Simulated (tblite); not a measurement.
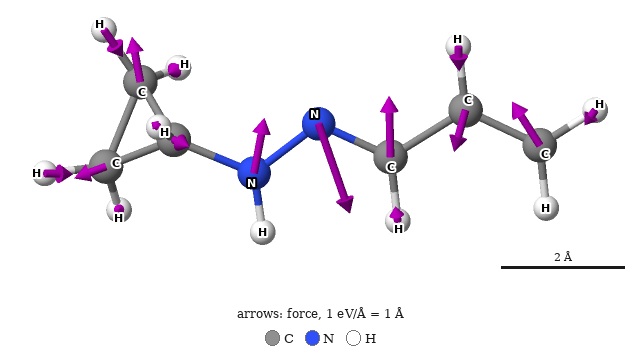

Starting geometry of C₆H₁₀N₂ with the computed forces as purple arrows. Style: ball-and-stick. Shown face on.

The calculation used GFN2-xTB geometry optimisation, gas phase in tblite 0.8.0. 

Q: What follows when this structure is relaxed?

A: It isn't relaxed: the largest force vector, on an N atom, is 1.60 eV/Å. The final displacements have little in common with the starting forces (cosine between the two patterns 0.21). The atom that moves furthest after the best rigid fit is an H atom (0.14 Å). Largest moves by element: H 0.14 Å, N 0.11 Å, C 0.09 Å. Some distances before and after: C–C 1.460 → 1.435 Å, N–N 1.346 → 1.321 Å, C–H 1.098 → 1.078 Å, C–N 1.295 → 1.278 Å. Among the angles between lasting bonds that change: C–N–N 116.2° → 120.8°, C–C–C 121.0° → 123.9°, N–C–C 121.0° → 118.2°. Over 49 geometry steps the energy falls by 0.096 eV.
